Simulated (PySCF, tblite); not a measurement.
**C₄H₇BCl₂S: geometry, infrared bands and NMR shifts**

Wanted: the infrared bands and NMR shifts of C₄H₇BCl₂S (`C=C(SCC)B(Cl)Cl`), by calculation.

Computed with tblite 0.8.0 and PySCF 2.14.0, with density-fitted response routines of our own, on a single molecule in the gas phase. Atoms count from 0, in the outputs and in this text.

## Step 1: The molecule as given

15 atoms, charge 0, multiplicity 1; geometry from: force field or distance geometry start.

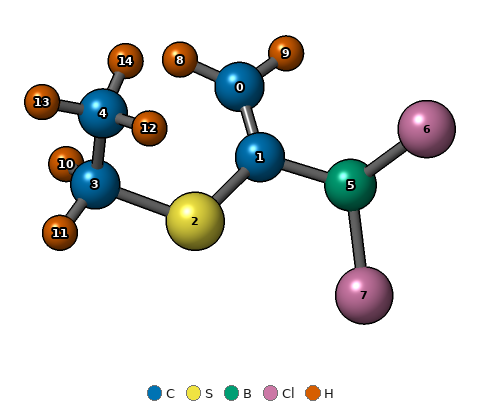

As it starts; carbon blue, sulfur yellow, boron teal, chlorine pink, hydrogen orange, atoms numbered.

## Step 2: Geometry optimisation with GFN2-xTB

Job settings and geometry (Å):

```
{"job": {"kind": "relax", "xc": "GFN2-xTB", "basis": "xTB"}, "charge": 0, "multiplicity": 1}
C     -1.090900    -1.349700    -0.419900
C     -1.294100    -0.044000    -0.321400
S     -0.037200     1.207400    -0.402200
C      1.646900     0.627500    -0.558300
C      2.014100    -0.035400     0.767700
B     -2.790200     0.420000    -0.099300
Cl    -3.483400     0.084200     1.573600
Cl    -3.214600     2.040500    -0.877500
H     -0.131100    -1.826900    -0.582600
H     -1.961300    -2.005400    -0.337700
H      1.746600    -0.104500    -1.387200
H      2.306600     1.506000    -0.705300
H      1.597800     0.581200     1.624500
H      3.142800    -0.094500     0.856800
H      1.543400    -0.998400     0.846800
```

The run is started by

```bash
OMP_NUM_THREADS=1 python probes_run.py task.json out
```

This one command runs all jobs of the session in turn.

**Question.** This job is followed by: GFN2-xTB harmonic vibrations, gas phase; GIAO PBE0/pcSseg-1 NMR shielding, non-relativistic, gas phase. What will the session give for the following? strongest single infrared mode (GFN2-xTB); zero-point energy (GFN2-xTB); ¹³C shifts against TMS (PBE0/pcSseg-1); ¹H shifts against TMS (PBE0/pcSseg-1, means over atoms taken as alike); ³³S shifts against CS2 (PBE0/pcSseg-1); ¹¹B shifts against BF3·OEt2 (PBE0/pcSseg-1); ³⁵Cl shifts against HCl (PBE0/pcSseg-1, means over atoms taken as alike); surface potential, least and greatest.

As calculated:

| quantity | value |
| --- | --- |
| strongest single infrared mode (GFN2-xTB) | 952 cm⁻¹, 114 km/mol |
| zero-point energy (GFN2-xTB) | 65.1 kcal/mol |
| ¹³C shifts against TMS (PBE0/pcSseg-1) | 153.0, 132.6, 31.6, 13.1 ppm |
| ¹H shifts against TMS (PBE0/pcSseg-1, means over atoms taken as alike) | 6.74, 5.85, 2.79, 1.25 ppm |
| ³³S shifts against CS2 (PBE0/pcSseg-1) | 99 ppm |
| ¹¹B shifts against BF3·OEt2 (PBE0/pcSseg-1) | 52.3 ppm |
| ³⁵Cl shifts against HCl (PBE0/pcSseg-1, means over atoms taken as alike) | 242 ppm |
| surface potential, least and greatest | -0.88 V and 1.12 V |

In words: The optimisation took 119 steps and gained 1.065 eV; among the close pairs (by a distance rule), B5–Cl7 changed most, from 1.847 to 1.714 Å. All 39 modes are real, so the xTB geometry is a minimum. The strongest single mode, at 952 cm⁻¹, is carried by B5, H8, H9, C0. GFN2-xTB is a fitted tight-binding method: band positions and strengths are rough. Its intensities can rank the bands wrongly. The most deshielded carbon is C1 (fully substituted alkene carbon), at 153.0 ppm: an sp2 carbon of a C=C bond. At PBE0/pcSseg-1: The widest tensor belongs to Cl6, Cl7: span 516 ppm, with a paramagnetic part of -439 ppm. By nearest atom (PBE0/pcSseg-1), the HOMO sits on S2 60 %; C0 18 % and the LUMO on B5 39 %; C0 19 %.
